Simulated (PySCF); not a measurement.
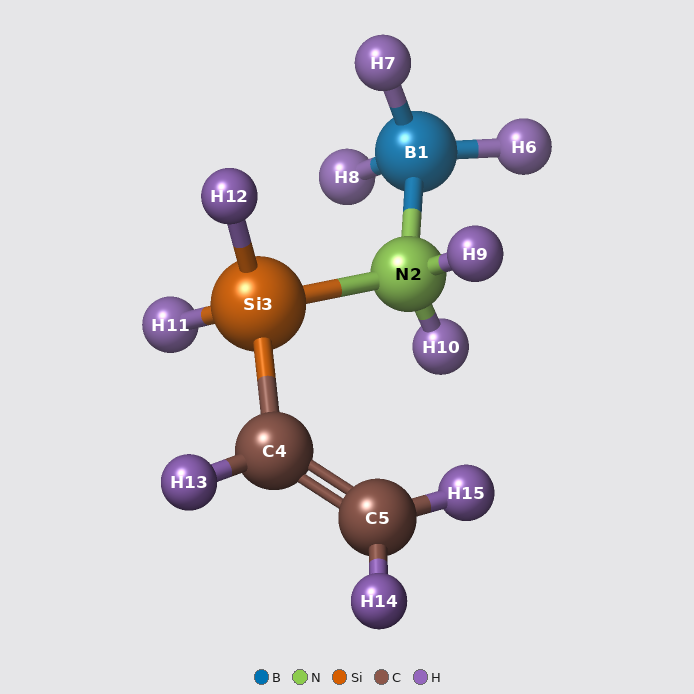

Computed geometry: GFN2-xTB optimisation. No frequency run is at hand to confirm it as a minimum. Level of theory: delta-SCF UKS SCAN, pcX-2 on the ionised atom, pcseg-1 elsewhere, spin-free X2C (PySCF 2.14.0).

Give the core-electron binding energies (to vacuum; p and d levels without spin–orbit splitting) of B1 1s, N2 1s, Si3 1s, Si3 2p, C4 1s, C5 1s.

```csv
atom,level,binding energy (eV)
B1,1s,193.5
N2,1s,406.6
Si3,1s,1847.6
Si3,2p,108.0
C4,1s,290.7
C5,1s,291.1
```

The geometry is semi-empirical. Around B, Si such bond lengths and angles can be off by a tenth of an ångström or more and by several degrees, and values that hang on the shape move with them.
